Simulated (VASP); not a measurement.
Input:

```
AlRu
1.0
    0.00000     2.46368     2.46368
    2.46368     0.00000     2.46368
    2.46368     2.46368     0.00000
Ru Al
1 1
Direct
  0.00000   0.00000   0.00000
  0.50000   0.50000   0.50000
```

Method: PBEsol GGA, VASP's PBE PAW potentials (set 64) (plane waves; VASP 6.6.1). Settings: 400 eV cut-off, 14×14×14 Γ-centred mesh, tetrahedra with Blöchl corrections, potentials Ru_pv Al.

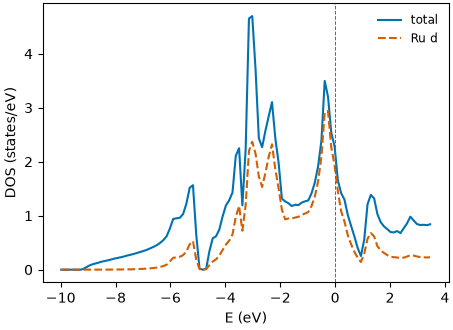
Total and projected density of states, zero at the Fermi level

Within 2 eV below the Fermi level the largest weight inside VASP's projection spheres is Ru d.

It has no gap at this level: it comes out as a metal or semimetal.

The structure was generated: RuAl was put into the rock salt type (Fm-3m), which need not be its known phase. It was relaxed first, which changed the volume by -38 %. The electron count is odd and the run is not spin-polarised, which forces a metal.
